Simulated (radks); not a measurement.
# Polarisabilities and dispersion coefficients of Mo²⁺, I, Tm³⁺ and others

Aim: static dipole polarisabilities and C6 coefficients, each species in its NIST ground configuration. After each ground state the linear response is solved; its values go to the run's result record, not to the log. Response by self-consistent Sternheimer equations with the Hartree and adiabatic LDA kernel, the relativistic mass of each level held fixed and spin-orbit coupling left out.

Program: radks (a radial shooting solver on a logarithmic mesh, Libxc functionals) version 1. Level of theory: scalar-relativistic Kohn-Sham, PBE, spin-polarised, spherical densities, finite nucleus; open shells are filled with parallel spins first. These are calculated values, not measurements, unless marked.

## 1. What is computed

```
species : Mo²⁺ ([Kr] 4d4), I ([Kr] 4d10 5s2 5p5), Tm³⁺ ([Xe] 4f12), Se ([Ar] 3d10 4s2 4p4), Cs ([Xe] 6s1), Al ([Ne] 3s2 3p1), Sn⁺ ([Kr] 4d10 5s2 5p1)
```

## 2. Mo²⁺, [Kr] 4d4

Input:

```text
Z 42
configuration [Kr] 4d4
relativity scalar-relativistic
functional pbe,pbe
spin polarised
nucleus finite rms 4.4091 fm
c 137.035999084
response adiabatic LDA kernel
```

## 3. I, [Kr] 4d10 5s2 5p5

Input:

```text
Z 53
configuration [Kr] 4d10 5s2 5p5
relativity scalar-relativistic
functional pbe,pbe
spin polarised
nucleus finite rms 4.75 fm
c 137.035999084
response adiabatic LDA kernel
```

## 4. Tm³⁺, [Xe] 4f12

Input:

```text
Z 69
configuration [Xe] 4f12
relativity scalar-relativistic
functional pbe,pbe
spin polarised
nucleus finite rms 5.2256 fm
c 137.035999084
response adiabatic LDA kernel
```

## 5. Se, [Ar] 3d10 4s2 4p4

Input:

```text
Z 34
configuration [Ar] 3d10 4s2 4p4
relativity scalar-relativistic
functional pbe,pbe
spin polarised
nucleus finite rms 4.14 fm
c 137.035999084
response adiabatic LDA kernel
```

## 6. Cs, [Xe] 6s1

Input:

```text
Z 55
configuration [Xe] 6s1
relativity scalar-relativistic
functional pbe,pbe
spin polarised
nucleus finite rms 4.8041 fm
c 137.035999084
response adiabatic LDA kernel
```

## 7. Al, [Ne] 3s2 3p1

Input:

```text
Z 13
configuration [Ne] 3s2 3p1
relativity scalar-relativistic
functional pbe,pbe
spin polarised
nucleus finite rms 3.061 fm
c 137.035999084
response adiabatic LDA kernel
```

## 8. Sn⁺, [Kr] 4d10 5s2 5p1

Input:

```text
Z 50
configuration [Kr] 4d10 5s2 5p1
relativity scalar-relativistic
functional pbe,pbe
spin polarised
nucleus finite rms 4.6519 fm
c 137.035999084
response adiabatic LDA kernel
```

Q: Predict the outcome of this session. Wanted: for each run, species; −ε(HOMO); α; α uncoupled; C6; C8; recommended α.

The runs gave:

| species | −ε(HOMO) (eV) | α (bohr³) | α uncoupled (bohr³) | C6 (hartree bohr⁶) | C8 (hartree bohr⁸) | recommended α (bohr³) |
| --- | --- | --- | --- | --- | --- | --- |
| Mo²⁺ | 21.936 | 10.47 | 14.61 | 55.80 | - | - |
| I | 6.749 | 34.51 | 55.70 | 375.0 | - | 32.9 |
| Tm³⁺ | 34.876 | 4.867 | 9.734 | 24.72 | - | - |
| Se | 5.605 | 27.93 | 41.29 | 232.6 | - | 28.9 |
| Cs | 2.267 | 404.8 | 477.9 | 6937 | 1293100 | 400.9 |
| Al | 3.010 | 66.70 | 96.61 | 584.2 | - | 57.8 |
| Sn⁺ | 10.619 | 27.00 | 45.07 | 207.9 | - | - |

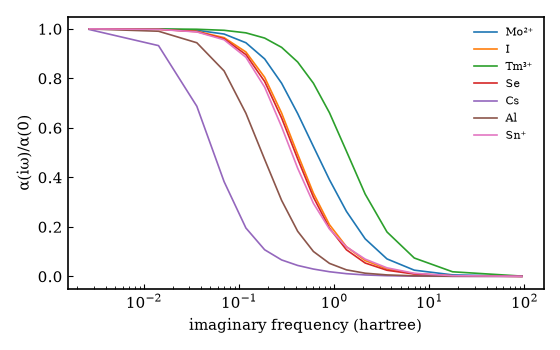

Polarisability at imaginary frequency, each scaled by its static value.

What this shows: Uncoupled leaves out the potential induced by the response; C6 and C8 are for like pairs. Cs is the most polarisable and Tm³⁺ the least, a factor 83.2 apart. For the pair Cs–Tm³⁺ the Casimir-Polder integral gives C6 = 197.0, the rule 2·Ca·Cb/(Ca·αb/αa + Cb·αa/αb) on the like-pair values 160.3. Against the recommended values (Schwerdtfeger and Nagle, 2023 table) the misses are I +5 %, Se -3 %, Cs +1 %, Al +15 %. C8 is given only where no p, d or f shell is open. For heavy and open-shell atoms this level can miss by tens of per cent.
